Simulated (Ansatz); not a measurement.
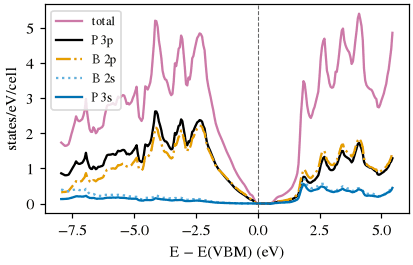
*Total and projected density of states of BP in space group P4_2/mnm (No. 136; B on 4f, P on 4g), DFT-PBE in the program Ansatz with PAW potentials*

Which orbitals carry the states next to the gap?

Top 1 eV of the valence band: B 2p 51 %, P 3p 46 %. Bottom 1 eV of the conduction band: B 2p 32 %, P 3p 27 %, P 3s 11 %, B 2s 11 %, outside the projected shells 19 %. Projections are on Löwdin-orthogonalised atomic valence shells; empty p or d shells of many metals are not among them.

Where is the tallest occupied peak in this window, and what makes it?

Near -4.1 eV, about 5.2 states/eV per cell; the largest projected share is P 3p.

The start of the workflow was typed in or built on a structure type; neither database checked (COD, Materials Project) lists it. It is not the phase usual at ambient conditions (space group No. 216). The cell was relaxed with PBE under the symmetry of its start; its stability against distortions is not shown here.

Potentials: the earlier of the program's two PAW sets.
